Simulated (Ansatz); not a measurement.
Base system: Si in the diamond structure (space group Fd-3m, No. 227; a = 5.4443 Å). Axes: x, y, z lie along the cube axes.

One thing is altered: the cell is compressed by 3.00 % along z with no lateral relaxation, atoms relaxed at fixed cell.

Level of theory: r2SCAN (Ansatz, a quantum-chemistry and plane-wave program), no SOC.

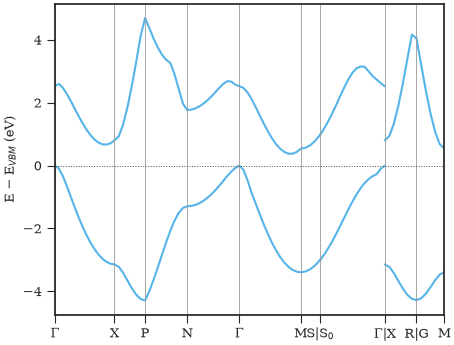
Figure: Highest valence and lowest conduction band along the path of the changed cell's own zone

The gap is 0.38 eV, indirect, Γ → Γ–M (87 % along); the base has 0.78 eV.

The cells carry an imposed strain or load. Stability against distortions was not tested. k-point labels follow each cell's own Brillouin zone.
